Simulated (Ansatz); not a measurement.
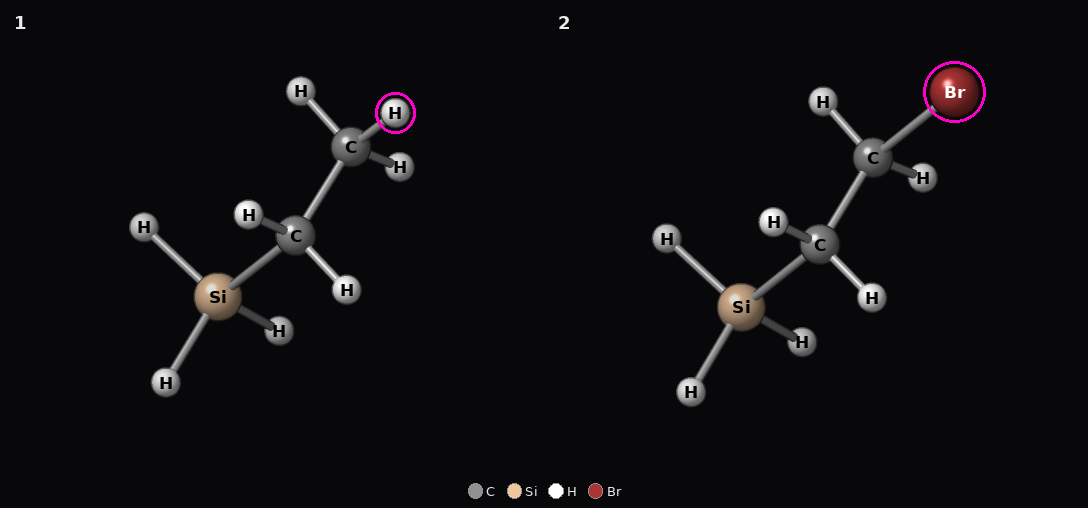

2 molecules with one skeleton, seen from the same side and at one scale; the atom that differs is circled. Each species is neutral and a spin singlet. Computed geometries: PBE0-D4/def2-TZVP optimisations, one conformation each. Properties computed with Ansatz 0.2.0.

One atom differs, called X below: H in panel 1, Br in panel 2. Their formulas are C2H8Si (`CC[SiH3]`), C2H7BrSi (`[SiH3]CCBr`).

**In which is the HOMO energy (Kohn–Sham orbital) higher (PBE-D4/def2-TZVPP)?**

In panel 2 (X = Br).

**In which is the HOMO–LUMO gap larger (PBE-D4/def2-TZVPP)?**

In panel 1 (X = H).

Give the values. With PBE0-D4/def2-TZVP: length of X–C (Å), mean angle X–C–H (°), dipole moment (D), harmonic zero-point energy (kJ/mol). With PBE-D4/def2-TZVPP: HOMO energy (Kohn–Sham orbital) (eV), HOMO–LUMO gap (eV).

```tsv
quantity	1 (H)	2 (Br)	2 − 1
length of X–C (Å)	1.093	1.958	+0.865
mean angle X–C–H (°)	107.5	104.9	−2.6
dipole moment (D)	0.91	1.65	+0.74
harmonic zero-point energy (kJ/mol)	235.8	212.6	−23.2
HOMO energy (Kohn–Sham orbital) (eV)	−7.24	−6.60	+0.64
HOMO–LUMO gap (eV)	7.15	5.37	−1.78
```
